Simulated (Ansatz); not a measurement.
C2H6ClFSi (SMILES CC(F)([SiH3])Cl)

Input file:

```
crystal:
  periodic: [false, false, false]
  atoms:
    - {symbol: C, position_ang: [-0.526106, 0.249639, 1.314559]}
    - {symbol: C, position_ang: [0.248666, 0.573083, 0.066252]}
    - {symbol: F, position_ang: [1.529241, 0.934825, 0.424829]}
    - {symbol: Si, position_ang: [0.346875, -0.817971, -1.243871]}
    - {symbol: Cl, position_ang: [-0.496366, 1.992393, -0.751208]}
    - {symbol: H, position_ang: [-0.534008, 1.113158, 1.982648]}
    - {symbol: H, position_ang: [-1.554126, -0.017027, 1.068104]}
    - {symbol: H, position_ang: [-0.052666, -0.592019, 1.825813]}
    - {symbol: H, position_ang: [0.995939, -1.999856, -0.618392]}
    - {symbol: H, position_ang: [-1.035819, -1.161411, -1.655591]}
    - {symbol: H, position_ang: [1.143869, -0.331915, -2.392546]}
basis:
  gaussian: {orbitals: def2-TZVPP}
hamiltonian: {xc: pbe0, dispersion: d4}
output: {orbitals: {seedname: orbitals}}
```

Run with:

```sh
ansatz run in.yaml --threads 4 --pin off --events-out ev --progress --plain --max-ram 10444MiB
```

Geometry: PBE0-D4/def2-TZVP.

Level of theory: RKS PBE0-D4/def2-TZVPP (Ansatz 0.2.0).

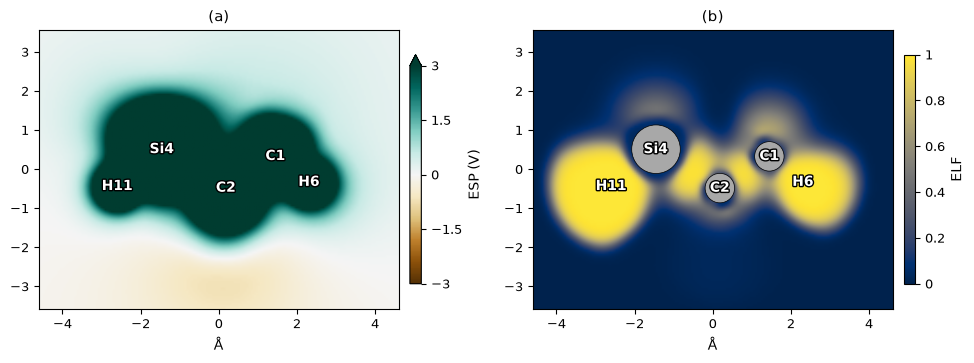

Figure 1. (a) electrostatic potential; (b) electron localisation function on the plane of atoms C2, C1 and H6. Grey discs cover the atomic cores in the ELF map.

> Describe what can be read from this map.

Atoms in the plane: C, Si and H. C–C (1.50 Å): the ELF peaks at about 0.95 between the atoms, as expected for localised, covalent bonding. C–Si (1.91 Å): the ELF peaks at about 1 between the atoms; localised, covalent bonding. C–H (1.09 Å): the ELF climbs to about 1 towards the hydrogen, as it does in any bond to H; an ordinary covalent bond to hydrogen. Si–H (1.48 Å): the ELF climbs to about 1 towards the hydrogen. Outside the dense part of the molecule the potential is most negative (−0.7 V) near Cl5, which lies off the plane.

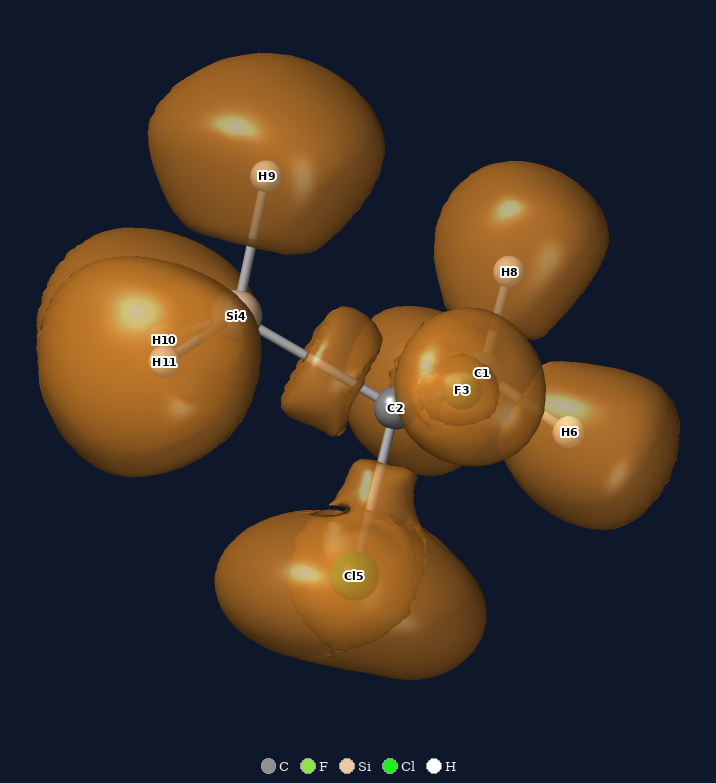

Figure 2. Isosurface of the electron localisation function at 0.75 (orange), seen at a tilt. Core shells and regions of very low density are left out.

> Describe the localisation domains.

The ELF exceeds this value in one region between bonded C–C atoms (shared pairs), one region between bonded C–Si atoms (shared pairs), six regions around hydrogen nuclei, one region on Cl in which the atom's valence shell and bonds are merged and one region on F in which the atom's valence shell and bonds are merged. Profiles from the grid: C–F (1.38 Å): the ELF peaks at about 0.80 between the atoms; a polar covalent bond.

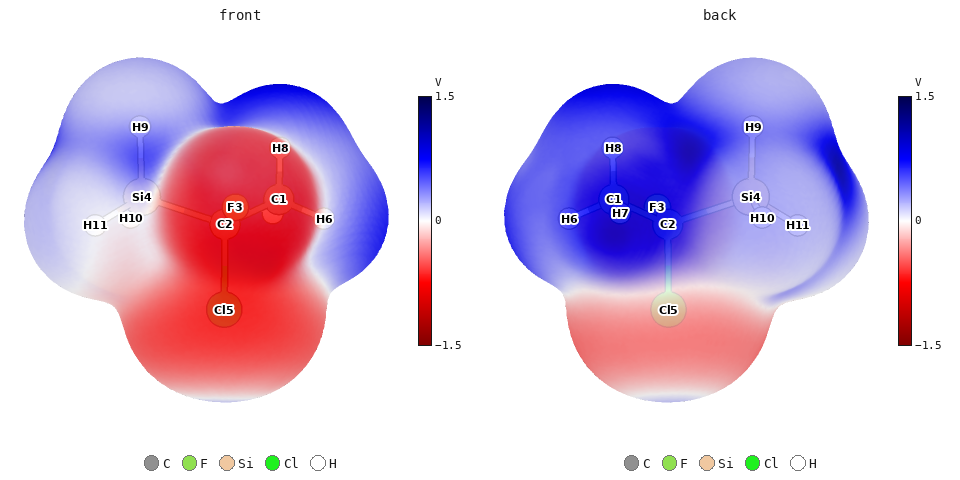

Figure 3. The molecular electrostatic potential painted on the density surface at 0.001 e/bohr³, seen from the front and from behind; the colour scale runs from red (negative) to blue (positive).

> Which sites attract a positive test charge, and which a negative one?

A positive charge is drawn to the negative regions and a negative charge to the positive ones. The most negative region (about −0.8 V, or −18 kcal/mol for a unit charge) lies over F3, the most positive (about +1.0 V, or +23 kcal/mol for a unit charge) over Si4. Cl5 shows a σ-hole: about +0.1 V at the tip opposite its bond, against about −0.4 V, or −9 kcal/mol for a unit charge on its flanks.

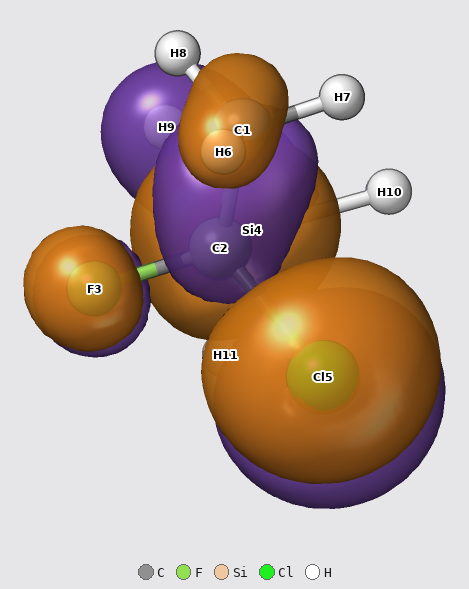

Figure 4. The HOMO at ±0.08 Å⁻³ᐟ² (orange and purple are the two phases), seen at an oblique angle.

> Describe this orbital and give its energy.

Its weight (Hirshfeld) is mainly on Cl5 (about 50 %), C2 (about 20 %), Si4 (about 15 %) and F3 (about 10 %). Its energy is −8.25 eV.
